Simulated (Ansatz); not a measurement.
# CCSD/aug-cc-pVTZ run of GeS (germanium sulfide)

Aim: the electronic atomisation energy of GeS (germanium sulfide) at CCSD/aug-cc-pVTZ, from 3 runs. 

The calculation is run with Ansatz 0.2.0.

30 further runs of the same task are left out: 30 set aside as unsound or not needed.

## Step 1: The molecule

The species is GeS (2 atoms), meant as a singlet with charge 0. SMILES: `[S+]#[Ge-]`. Geometry: the measured bond length.

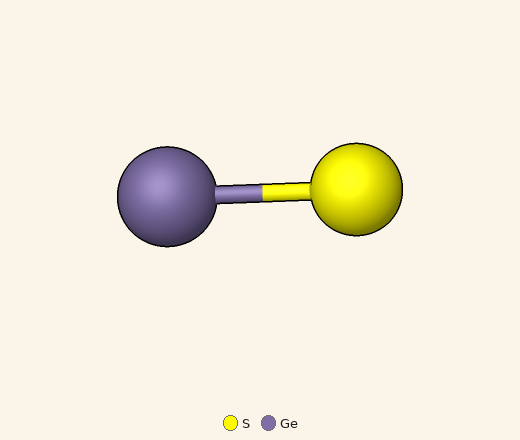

The structure, seen from a chosen angle (sulfur yellow, germanium purple).

## Step 2: The energy at CCSD/aug-cc-pVTZ

input.yaml

```yaml
crystal:
  periodic: [false, false, false]
  atoms:
    - symbol: S
      position_ang: [0.000000, 0.000000, 0.000000]
    - symbol: Ge
      position_ang: [0.000000, 0.000000, 2.012086]
basis:
  gaussian: {orbitals: aug-cc-pVTZ}
correlation: {method: ccsd, frozen_orbitals: {Ge: 9, S: 5}}
accuracy: high
scf: {omitted_lower_state_checks: [cluster_reference, increment]}
```

Launch:

```bash
ansatz run input.yaml --threads 1 --pin off --max-ram 3480MiB --events-out events.jsonl --progress --plain --runs-dir runs
```

Log:

```text
Warning: RAYON_NUM_THREADS=1 ignored (pool sized by the plan → 1); use --threads N
Functional definition: HF
  name "HF"
  exchange = exact_x
  correlation = 0
these checks for a lower state are left out or cut short: cluster_reference, increment
1389 factors; integrals over basis functions are off by at most 4.7e-9 eV
mean field evaluation 1: about -67291.7805 eV, gradient 2.0e1 eV
mean field evaluation 2: about -67291.9448 eV, gradient 2.0e1 eV
mean field evaluation 4: about -67293.4524 eV, gradient 1.6e0 eV
mean field evaluation 8: about -67293.4722 eV, gradient 1.6e-1 eV
mean field evaluation 16: about -67293.4724 eV, gradient 6.8e-7 eV
mean field -67293.47240863 eV, -2472.9894978632 hartree, gradient 2.9e-8 eV, S^2 0.000000; 0 other end points of the search recorded, 0 dependent functions left out
14 core orbitals not correlated: weight in the atoms' cores, before any rotation towards them, 1.000 or more for the frozen orbitals, at most 0.000 for the correlated occupied ones
reference -67293.47240863 eV, -2472.9894978632 hartree; 10, 10 occupied and 85, 85 virtual orbitals, 1389 factors
second order -9.17049331 eV of doubles, -0.00000000 eV of singles
cycle   1  -9.16499404 eV  change    5.5e-3 eV  update   1.1e-1
cycle   2  -9.48665501 eV  change   -3.2e-1 eV  update   3.7e-2
cycle   3  -9.58283581 eV  change   -9.6e-2 eV  update   2.3e-2
cycle   4  -9.56868829 eV  change    1.4e-2 eV  update   7.1e-3
cycle   5  -9.56824411 eV  change    4.4e-4 eV  update   3.2e-3
cycle   6  -9.56822158 eV  change    2.3e-5 eV  update   8.0e-4
cycle   7  -9.56807366 eV  change    1.5e-4 eV  update   2.0e-4
cycle   8  -9.56814751 eV  change   -7.4e-5 eV  update   6.3e-5
cycle   9  -9.56814288 eV  change    4.6e-6 eV  update   1.7e-5
cycle  10  -9.56813149 eV  change    1.1e-5 eV  update   5.6e-6
cycle  11  -9.56813236 eV  change   -8.7e-7 eV  update   1.9e-6
cycle  12  -9.56813303 eV  change   -6.7e-7 eV  update   5.3e-7
cycle  13  -9.56813319 eV  change   -1.6e-7 eV  update   2.0e-7
cycle  14  -9.56813337 eV  change   -1.8e-7 eV  update   5.7e-8
cycle  15  -9.56813337 eV  change    5.8e-9 eV  update   3.2e-8
cycle  16  -9.56813331 eV  change    5.6e-8 eV  update   1.3e-7
cycle  17  -9.56813333 eV  change   -2.1e-8 eV  update   3.9e-8
cycle  18  -9.56813333 eV  change    3.8e-9 eV  update   1.7e-8
cycle  19  -9.56813333 eV  change   -1.7e-9 eV  update   6.6e-9
cycle  20  -9.56813333 eV  change  -2.7e-10 eV  update   2.8e-9
cycle  21  -9.56813333 eV  change   1.9e-10 eV  update   1.3e-9
Total energy: -67303.04054196 eV, -2473.3411202776 hartree
Checks for a lower state left out: cluster_reference, increment
```

Run time: 11 s. Hardware: 1 thread of Arm Neoverse V1, shared host; peak memory 0.5 GiB.

## Step 3: The Ge atom at the same level

run.yaml

```yaml
crystal:
  periodic: [false, false, false]
  atoms:
    - {symbol: Ge, position_ang: [0.000000, 0.000000, 0.000000]}
basis:
  gaussian: {orbitals: aug-cc-pVTZ}
magnetization: {spin_polarized: true, initial_magnetization: 2}
correlation: {method: ccsd, frozen_orbitals: {Ge: 9}}
accuracy: high
scf: {omitted_lower_state_checks: [cluster_reference, increment]}
```

Run the same way, it converges to -2075.49614 Eh (log not shown).

## Step 4: The S atom

job.yaml

```yaml
crystal:
  periodic: [false, false, false]
  atoms:
    - symbol: S
      position_ang: [0.000000, 0.000000, 0.000000]
basis:
  gaussian:
    orbitals: aug-cc-pVTZ
magnetization:
  spin_polarized: true
  initial_magnetization: 2
correlation:
  method: ccsd
  frozen_orbitals: {S: 5}
accuracy: high
scf:
  omitted_lower_state_checks: [cluster_reference, increment]
```

Run the same way, it converges to -397.65116 Eh (log not shown).

## Step 5: What came out

At CCSD/aug-cc-pVTZ, 14 core orbitals frozen:

| quantity | value |
| --- | --- |
| molecule: total energy | -2473.34112 Eh |
| molecule: correlation energy (14 core orbitals frozen) | -351.6 mEh |
| molecule: T1 diagnostic | 0.019 |
| Ge atom: total energy | -2075.49614 Eh |
| Ge atom: correlation energy (9 core orbitals frozen) | -135.0 mEh |
| Ge atom: ⟨S²⟩ of the reference determinant | 2.011 |
| Ge atom: T1 diagnostic | 0.009 |
| S atom: total energy | -397.65116 Eh |
| S atom: correlation energy (5 core orbitals frozen) | -141.3 mEh |
| S atom: ⟨S²⟩ of the reference determinant | 2.013 |
| S atom: T1 diagnostic | 0.010 |
| electronic atomisation energy | 5.274 eV |

What this shows: Taking the molecule apart into free atoms costs 5.27 eV (509 kJ/mol), before zero-point energy and without spin-orbit coupling.
